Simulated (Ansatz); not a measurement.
GaNH4Cl2: several calculations on one system

Part 1: Relaxation

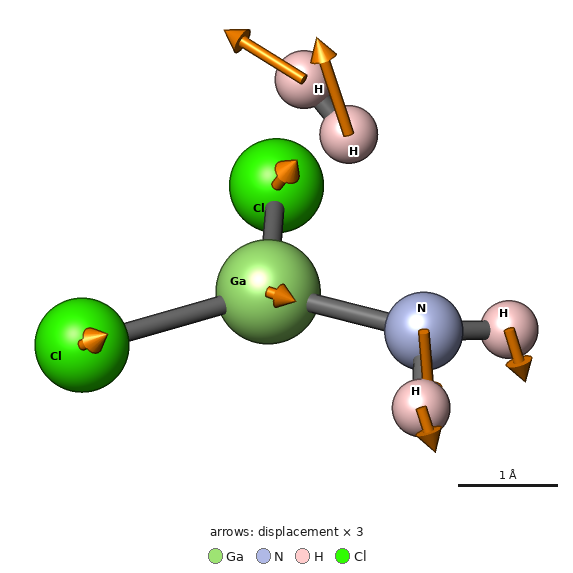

A relaxation of GaNH4Cl2. The starting structure is drawn; orange arrows show the displacements, magnified 3 times. The two geometries are superimposed by the best rigid fit.

The picture is a ball-and-stick view, seen from a free direction.

The run prepares an end point of a later path (reaction) calculation, from a guessed geometry.

Theory: RKS PBE0-D4/def2-SVP (Ansatz). Settings: no spin polarisation; force threshold 0.03 eV/Å; at most 50 steps.

> What happened in the run?

Over 9 accepted moves (11 points after the start) the energy falls by 3.99 kcal/mol. The largest force component goes from 1.5 to 0.016 eV/Å. The line search rejected the trial steps at points 3, 9 of the run. The largest move after the best rigid fit is that of an H atom, 0.37 Å. By element the largest moves are H 0.37 Å, N 0.30 Å, Cl 0.17 Å, Ga 0.11 Å. Among the contacts that change: Ga–N 1.882 → 1.793 Å, H–H 0.722 → 0.762 Å, Cl–Ga 2.130 → 2.135 Å. Bond angles that change, for instance: Ga–N–H 117.2° → 122.6°, Ga–N–H 117.5° → 122.6°. The run took 36 s on 2 threads of Arm Neoverse V1, on a shared host, peak memory 0.24 GiB.

Limits of the set-up: the start holds two separate molecules, 2.3 Å apart at their closest, whose relative position is a soft coordinate.

Part 2: Relaxation

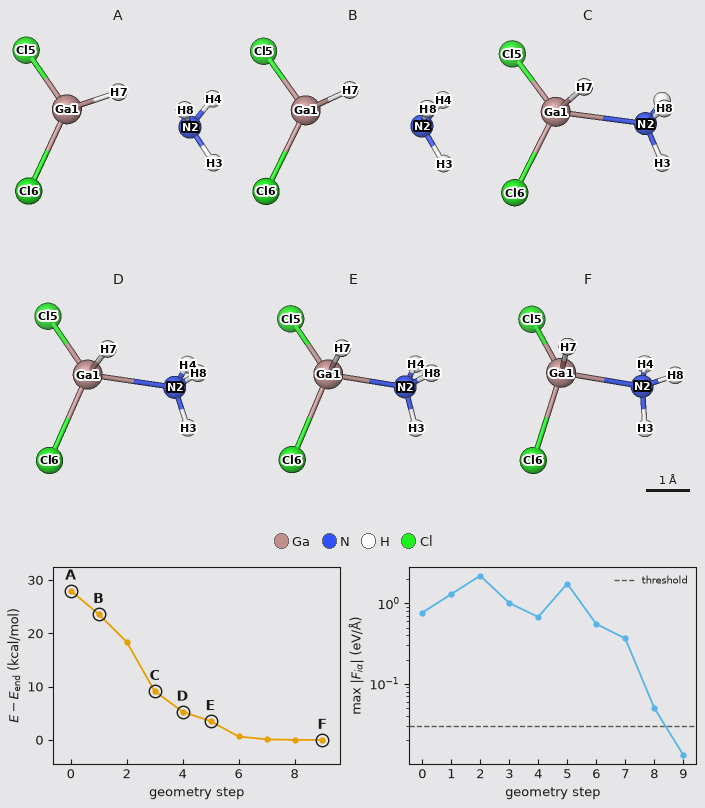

Frames of a relaxation of GaNH4Cl2, marked on the history of the run. The picture is a ball-and-stick view, seen at a tilt.

The run prepares an end point of a later path (reaction) calculation, from a guessed geometry.

Theory: RKS PBE0-D4/def2-SVP (Ansatz 0.2.0). (no spin polarisation; force threshold 0.03 eV/Å; at most 50 steps)

> Describe the path.

The energy falls by 28.0 kcal/mol in 9 geometry steps. Largest force component: 0.77 eV/Å at the start, 0.013 eV/Å at the end. The largest moves after the best rigid fit, 0.92 Å, are those of H3 and Cl5. By element the largest moves are H 0.92 Å, Cl 0.91 Å, Ga 0.58 Å, N 0.50 Å. Among the contacts that change: Ga1–N2 3.111 → 2.097 Å, Ga1–Cl5 2.140 → 2.187 Å, N2–H8 1.039 → 1.020 Å, Ga1–H7 1.565 → 1.556 Å. New bonds form, among them: Ga1–N2 (3.11 → 2.10 Å). Among the angles between lasting bonds that change: Cl5–Ga1–Cl6 116.0° → 113.0°, Cl5–Ga1–H7 121.8° → 119.0°. From step 0 to 1: H8 moves most (0.20 Å), energy −4.40 kcal/mol. From step 1 to 3: H3 moves most (0.39 Å), energy −14.4 kcal/mol. From step 3 to 4: H7 moves most (0.20 Å), energy −3.89 kcal/mol. From step 4 to 5: Cl atoms move most (0.20 Å), energy −1.77 kcal/mol. From step 5 to 9: H8 moves most (0.26 Å), energy −3.52 kcal/mol.

Part 3: Path

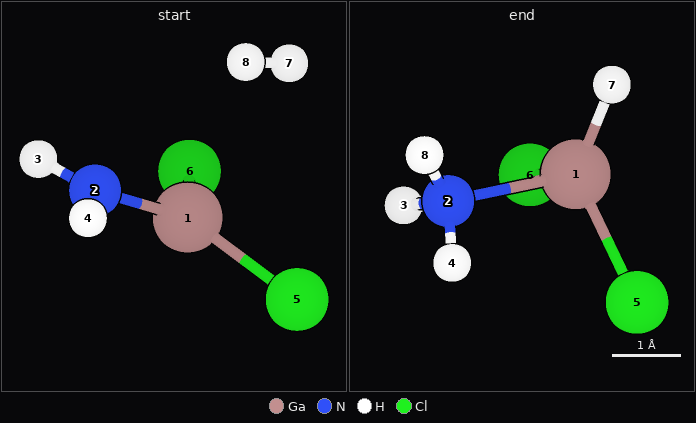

The two relaxed end points of a path for GaNH4Cl2, made up at the start of GaNH$_{2}$Cl$_{2}$ and H₂. Style: ball-and-stick. Shown at a tilt.

Theory: RKS PBE0-D4/def2-SVP (Ansatz).

Set-up: 5 movable images; climbing image; force threshold 0.03 eV/Å; iteration limit 60.

Start:
```xyz
8

Ga   -0.0107   -0.1915    0.3345
N     0.0176   -0.3899    2.1159
H    -0.7830   -0.7172    2.6414
H     0.8775   -0.4084    2.6491
Cl    1.7795    0.2440   -0.7438
Cl   -1.8265   -0.4278   -0.7629
H    -0.5392    2.5764    0.4362
H    -0.4859    2.3281    1.1548
```

End:
```xyz
8

Ga   -0.1774    0.7041   -0.0423
N    -0.1123    0.3018    2.0148
H    -0.8213   -0.4100    2.2028
H     0.8073   -0.0976    2.2138
Cl    1.8232   -0.0665   -0.4763
Cl   -1.7622   -0.7348   -0.4930
H    -0.4594    2.2228   -0.2333
H    -0.2686    1.0939    2.6388
```

Predict the minimum-energy path and its barrier.

The highest point, image 3, lies 73.0 kJ/mol above the start and 196.8 kJ/mol above the end; the end is at −123.8 kJ/mol relative to the start. Breaking: H7–H8 (0.76 → 0.98 at the top → 3.09 Å). Forming: Ga1–H7 (2.82 → 1.85 at the top → 1.56 Å), N2–H8 (2.93 → 1.46 at the top → 1.02 Å). The band converged in 9 iterations. The largest component of the band force went from 4.1 to 0.028 eV/Å. The climbing image converged on the top of the path. Its vibrational analysis gives one imaginary mode (1226i cm⁻¹), as a transition state must have.

Energies of the converged images:

```tsv
image	path (Å)	E (kJ/mol)
0	0.00	0.0
1	0.50	4.0
2	1.00	28.3
3	1.50	73.0
4	2.14	-59.1
5	2.77	-111.5
6	3.41	-123.8
```

The geometry at the top of the path:

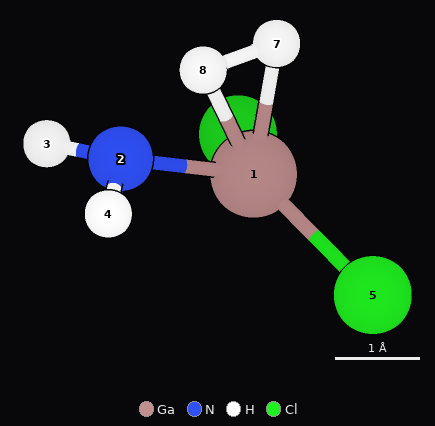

Limits of the set-up: the start holds two separate molecules, 2.7 Å apart at their closest, whose relative position is a soft coordinate.
